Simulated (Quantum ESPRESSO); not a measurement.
**SrCl2 (Fm-3m): from Born charge to LO-TO splitting**

Wanted: the LO mode of SrCl2 (Fm-3m) from the TO mode and the field response.

Calculated with Quantum ESPRESSO 7.5; DFT LDA, scalar-relativistic, plane waves, GBRV ultrasoft pseudopotentials.

## Step 1: Set-up

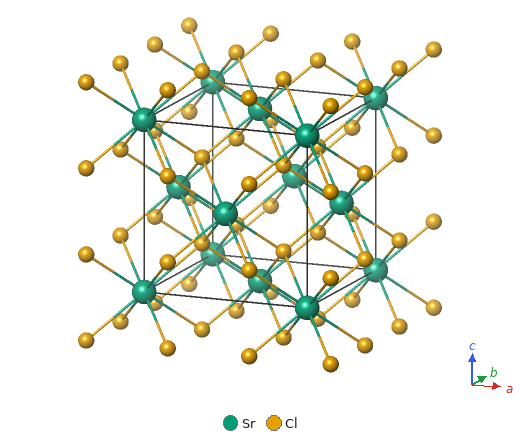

The starting structure, seen slightly off an axis (strontium teal, chlorine orange). This picture shows the conventional cell, with its axes. Some periodic images of atoms are drawn too.

As a file:

```
CELL_PARAMETERS angstrom
-3.39947 0.00000 3.39947
0.00000 3.39947 3.39947
-3.39947 3.39947 0.00000
ATOMIC_POSITIONS crystal
Sr 0.00000 0.00000 0.00000
Cl 0.75000 0.75000 0.75000
Cl 0.25000 0.25000 0.25000
```

This is the cell after its relaxation at this level of theory, not the database cell from which that began.

## Step 2: What the response run gave

A linear-response run on the relaxed cell, with the response to an electric field; only its zone-centre results are used. Cutoff 40 Ry, k mesh 6×6×6.

Output:

```text
[banners, grids, parts of the stress and lines that vanish by symmetry left out]
Program PHONON v.7.5
     Reading xml data from directory:

[...]
Exchange-correlation= PZ
                           (   1   1   0   0   0   0   0)
[...]
(   3 q-points):
[...]
kinetic-energy cut-off    =      40.0000  Ry
     charge density cut-off    =     240.0000  Ry
     convergence threshold     =      1.0E-18
[...]
Exchange-correlation= PZ
                           (   1   1   0   0   0   0   0)
[...]
q = (   0.0000000   0.0000000   0.0000000 )
     49 Sym.Ops. (with q -> -q+G )
     G cutoff = 1003.5350  (  33319 G-vectors)     FFT grid: ( 45, 45, 45)
     G cutoff =  669.0233  (  18149 G-vectors)  smooth grid: ( 40, 40, 40)
     number of k points=    16
[...]
Mode symmetry, O_h (m-3m)  point group:
[...]
Dielectric constant
[...]
End of electric fields calculation
          Dielectric constant in cartesian axis
          (       3.133421333      -0.000000000       0.000000000 )
          (      -0.000000000       3.133421333       0.000000000 )
          (      -0.000000000       0.000000000       3.133421333 )
          Effective charges (d Force / dE) in cartesian axis without acoustic sum rule applied (asr)
           atom    1  Sr    Mean Z*:        2.48720
      Ex  (        2.48720       -0.00000        0.00000 )
      Ey  (       -0.00000        2.48720       -0.00000 )
      Ez  (        0.00000       -0.00000        2.48720 )
           atom    2  Cl    Mean Z*:       -1.24493
      Ex  (       -1.24493        0.00000       -0.00000 )
      Ey  (        0.00000       -1.24493       -0.00000 )
      Ez  (        0.00000        0.00000       -1.24493 )
           atom    3  Cl    Mean Z*:       -1.24493
      Ex  (       -1.24493       -0.00000       -0.00000 )
      Ey  (       -0.00000       -1.24493        0.00000 )
      Ez  (       -0.00000        0.00000       -1.24493 )
          Effective charges Sum: Mean:       -0.00266
[...]
Effective charges (d Force / dE) in cartesian axis with asr applied:
           atom    1  Sr    Mean Z*:        2.48808
[...]
atom    2  Cl    Mean Z*:       -1.24404
[...]
atom    3  Cl    Mean Z*:       -1.24404
[...]
Representation #   1 modes #   1   2   3
[...]
End of self-consistent calculation
     Convergence has been achieved
     Representation #   2 modes #   4   5   6
[...]
End of self-consistent calculation
     Convergence has been achieved
     Representation #   3 modes #   7   8   9
[...]
Mode symmetry, D_3d (-3m)  point group:
[...]
Representation #   1 mode #   1
[...]
End of self-consistent calculation
     Convergence has been achieved
     Representation #   2 modes #   2   3
[...]
Convergence has been achieved
     Representation #   3 mode #   4
[...]
Convergence has been achieved
     Representation #   4 mode #   5
[...]
Convergence has been achieved
     Representation #   5 modes #   6   7
[...]
Convergence has been achieved
     Representation #   6 modes #   8   9
[...]
Convergence has been achieved
[...]
q = (    0.500000000  -0.500000000   0.500000000 )
[...]
freq (    1) =       2.066522 [THz] =      68.931740 [cm-1]
     freq (    2) =       2.066522 [THz] =      68.931740 [cm-1]
     freq (    3) =       4.201335 [THz] =     140.141447 [cm-1]
     freq (    4) =       5.047787 [THz] =     168.376055 [cm-1]
     freq (    5) =       5.047787 [THz] =     168.376055 [cm-1]
[...]
Mode symmetry, D_3d (-3m)  point group:
     freq (   1-   2) =         68.9  [cm-1]   --> E_u  L_3'
     freq (   3-   3) =        140.1  [cm-1]   --> A_2u L_2'
     freq (   4-   5) =        168.4  [cm-1]   --> E_g  L_3
     freq (   6-   6) =        172.6  [cm-1]   --> A_2u L_2'
     freq (   7-   8) =        173.1  [cm-1]   --> E_u  L_3'
     freq (   9-   9) =        185.7  [cm-1]   --> A_1g L_1
[...]
Mode symmetry, D_4h(4/mmm) point group:
[...]
Representation #   1 mode #   1
[...]
Convergence has been achieved
     Representation #   2 modes #   2   3
[...]
Convergence has been achieved
     Representation #   3 mode #   4
[...]
Convergence has been achieved
     Representation #   4 mode #   5
[...]
Convergence has been achieved
     Representation #   5 modes #   6   7
[...]
End of self-consistent calculation
     Convergence has been achieved
     Representation #   6 modes #   8   9
[...]
End of self-consistent calculation
     Convergence has been achieved
[...]
q = (    0.000000000  -1.000000000   0.000000000 )
[...]
freq (    2) =       2.521463 [THz] =      84.106937 [cm-1]
     freq (    3) =       2.701674 [THz] =      90.118145 [cm-1]
     freq (    4) =       3.479103 [THz] =     116.050398 [cm-1]
     freq (    5) =       3.479103 [THz] =     116.050398 [cm-1]
     freq (    6) =       4.755918 [THz] =     158.640336 [cm-1]
     freq (    7) =       6.020962 [THz] =     200.837689 [cm-1]
     freq (    8) =       6.020962 [THz] =     200.837689 [cm-1]
     freq (    9) =       6.500087 [THz] =     216.819562 [cm-1]
[...]
Mode symmetry, D_4h(4/mmm) point group:
     freq (   1-   2) =         84.1  [cm-1]   --> E_u  X_5' M_5'
     freq (   3-   3) =         90.1  [cm-1]   --> B_1u X_2' M_2'
     freq (   4-   5) =        116.1  [cm-1]   --> E_g  X_5  M_5
     freq (   6-   6) =        158.6  [cm-1]   --> A_2u X_4' M_4'
     freq (   7-   8) =        200.8  [cm-1]   --> E_u  X_5' M_5'
     freq (   9-   9) =        216.8  [cm-1]   --> A_1g X_1  M_1

   JOB DONE.
```

```
                       quantity   value
             cell volume Ω (Å³)  78.571
                 mass of Sr (u)  87.620
                 mass of Cl (u)  35.450
     Born charge of Sr, raw (e)   2.487
     Born charge of Cl, raw (e)  -1.245
                             ε∞   3.133
ω(TO) after the sum rule (cm⁻¹)   155.5
```

## Step 3: The calculation

The charges must sum to zero over the cell; taking off their mean, -0.001 e, leaves Z* = 2.488 e on Sr. In the polar mode Sr moves against the two Cl, so the reduced mass is μ = 87.62 × 70.90 / 158.52 = 39.189 u.

A longitudinal wave builds up a field that adds to the restoring force: ω(LO)² = ω(TO)² + 4π Z*² / (μ Ω ε∞), in Hartree atomic units. With μ = 71437 electron masses and Ω = 530.23 bohr³ the second term is 6.5544e-07 Ha², or 31572 cm⁻² (1 Ha = 219474.6 cm⁻¹).

So ω(LO) = √(24190 + 31572) = 236.1 cm⁻¹, and by the Lyddane-Sachs-Teller relation ε₀ = ε∞ (ω(LO)/ω(TO))² = 7.22.

## Step 4: Check against the program

The analysis program adds the same non-analytic term to the full matrix, here for q along (1 0 0).

Output:

```text
[banners, grids, parts of the stress and lines that vanish by symmetry left out]
[banner, memory and clock lines left out]
Program DYNMAT v.7.5

     Reading Dynamical Matrix from file x.dyn1
     ...Force constants read
     ...epsilon and Z* read

     Polarizability (A^3 units)
     multiply by 0.584406 for Clausius-Mossotti correction
        13.339258   -0.000000   -0.000000
        -0.000000   13.339258    0.000000
         0.000000    0.000000   13.339258

     IR activities are in (D/A)^2/amu units

# mode   [cm-1]    [THz]      IR
    1     -0.00   -0.0000    0.0000
    2      0.00    0.0000    0.0000
[...]
8    191.65    5.7456    0.0000
    9    236.14    7.0794    3.6445

[end of the log left out, with the tail of the file of modes that dynmat.x writes under the same name]
```

ε₀ comes from the program's run without a direction of q.

```
    quantity  by hand  program
ω(LO) (cm⁻¹)    236.1    236.1
          ε₀     7.22     7.22
```

## Step 5: Results

```yaml
to_mode: 155.5 cm⁻¹
lo_mode: 236.1 cm⁻¹
static_dielectric_constant: 7.223
```

In words: The LO mode of SrCl2 (Fm-3m) lies at 236 cm⁻¹, 81 cm⁻¹ above the TO mode; the formula meets the program within 0.1 cm⁻¹, as it must for a cubic crystal with one polar mode. ω(LO)² − ω(TO)² goes with Z*²/ε∞: an error of 5 % in ε∞ would move the LO mode by 3.2 cm⁻¹, and semilocal functionals tend to overestimate ε∞. These are harmonic values at zero temperature, at the volume of this functional, for the structure held cubic; stability elsewhere in the zone is no part of this calculation.

[Host names and launcher messages were left out of these logs when they were recorded.]

[Logs are printed without paths, hosts, clocks, repeated set-up lines and the standing remarks that a program may print on its own settings, such as how far it seeks lower states.]

[Hosts, paths, dates, database ids (printed as entryN), source tags and the programs' standing remarks are cut or masked in the printed files.]
